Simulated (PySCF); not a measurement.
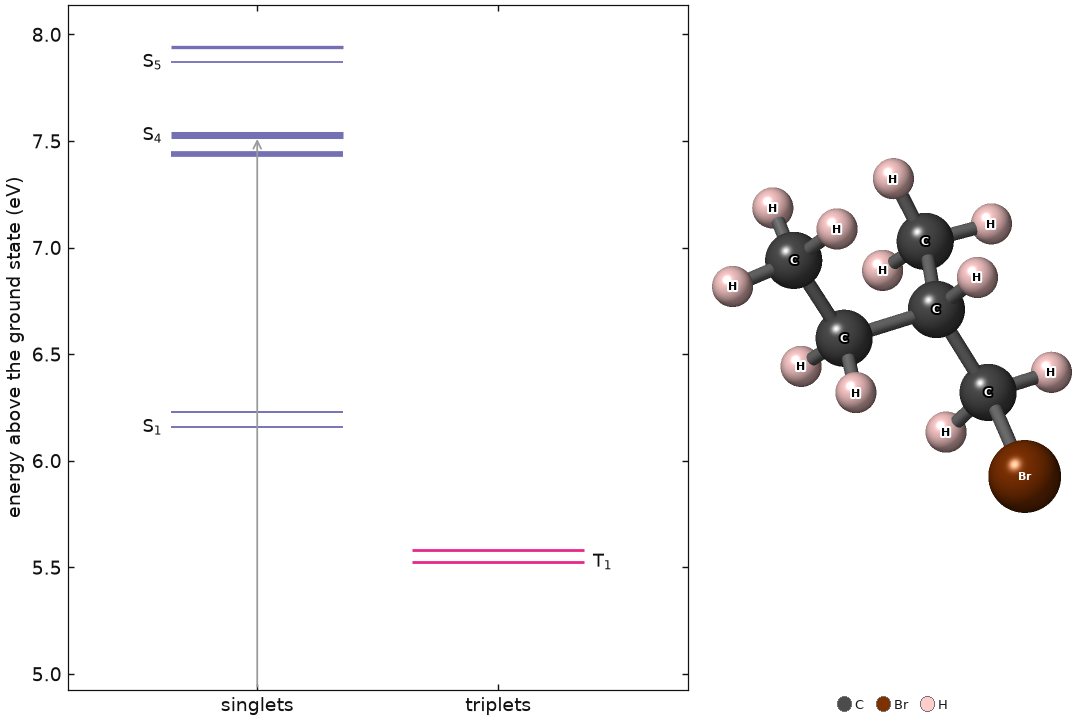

State diagram of C₅H₁₁Br (1-bromo-2-methylbutane), SMILES CC[C@H](C)CBr. Vertical TDDFT excitations, PBE0/def2-SVPD with PySCF 2.14.0, at a GFN2-xTB geometry (no frequency check), gas phase. Triplets in the Tamm-Dancoff approximation; only the lowest 6 singlets and 2 triplets were computed. Thicker singlet lines are brighter; the arrow marks the brightest. S0, at zero, lies below the range drawn.

Question: What character does the calculation give T1?

Answer: Mainly HOMO → LUMO (87 %) (T2 lies within 0.06 eV, too close to order).

Question: What are the energy, strength and character of the state that the arrow marks?

Answer: S4 at 7.53 eV (165 nm), f = 0.055, mainly HOMO−1 → LUMO+1 (71 %).

Question: What is the vertical gap between S1 and T1?

Answer: 0.63 eV: S1 at 6.16 eV, T1 at 5.52 eV.

Caveats: states above the negative HOMO energy depend on the basis; the tight-binding geometry is rougher than a DFT one and adds to the error; spin-orbit coupling is left out, and with Br it can shift these levels and split any degenerate set; one conformer of a flexible molecule; core orbitals are frozen in the response.
